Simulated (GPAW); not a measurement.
Consider SnSe2 (P-3m1).

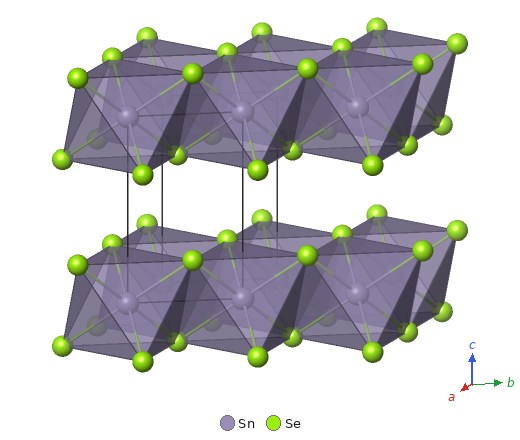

The structure (tin purple, selenium green). 1×2×1 cells are drawn. Some periodic images of atoms are drawn too.

```xyz
3
Lattice="3.8110 0.0000 0.0000 -1.9055 3.3004 0.0000 0.0000 0.0000 6.1360" Properties=species:S:1:pos:R:3 pbc="T T T"
Sn    0.0000    0.0000    0.0000
Se    1.9055    1.1001    4.6081
Se    0.0000    2.2003    1.5279
```

Absorber: atom 1, with 6 Se at 2.68 Å (octahedral, site symmetry -3m). Method: GPAW, LDA, full core hole (charged cell), 9-atom cell with 6.6 Å between holes, 4×4×4 k points, dipole transitions, Gaussian full width 8.49 eV.

Question: Predict the near-edge structure at the Sn K edge.

Main maxima up to 28 eV above the zero (height): 4.4 eV (1.44). A K edge sees empty p states on the absorber. 

The Sn K spectrum (energy from the lowest empty level; intensity scaled to a mean of 1 over the first 20 eV; polarised curves are means over the symmetry-equivalent atoms):

```
E (eV)  isotropic  ε ⊥ c  ε ∥ c
  -2.0       0.38   0.38   0.39
  -0.5       0.67   0.67   0.68
   1.0       1.00   1.00   1.01
   2.5       1.29   1.28   1.30
   4.0       1.43   1.42   1.45
   5.5       1.40   1.39   1.41
   7.0       1.24   1.24   1.25
   8.5       1.06   1.06   1.05
  10.0       0.92   0.93   0.89
  11.5       0.84   0.86   0.81
  13.0       0.81   0.82   0.77
  14.5       0.79   0.80   0.77
  16.0       0.77   0.77   0.77
  17.5       0.76   0.76   0.77
  19.0       0.76   0.75   0.78
  20.5       0.76   0.75   0.79
  22.0       0.77   0.75   0.80
  23.5       0.78   0.76   0.81
  25.0       0.79   0.78   0.81
  26.5       0.81   0.81   0.80
  28.0       0.82   0.84   0.80
  29.5       0.83   0.85   0.79
  31.0       0.82   0.85   0.77
```

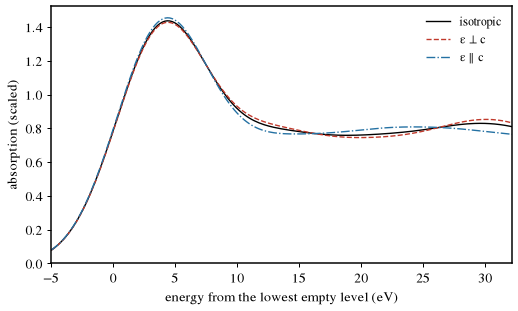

The Sn K edge.

The script folds with a Gaussian, whereas the core hole's own line is a Lorentzian, so the onset is too steep and the first peak too high. The structure is a published determination, not relaxed.

[Banner, clock and machine lines of the logs are left out without a mark of their own.]

[Logs are printed without paths, hosts, clocks, repeated set-up lines and the standing remarks that a program may print on its own settings, such as how far it seeks lower states.]

[Hosts, paths, dates, database ids (printed as entryN), source tags and the programs' standing remarks are cut or masked in the printed files.]

[Lists of maxima count a maximum above −3 eV only where it reaches 4 % of the highest in the window and stands out from its surroundings by 2 % of it (1.5 % where it reaches 55 %); shoulders and weaker maxima are passed over, and of the rest the first, up to two pre-edge ones and the few strongest are named.]
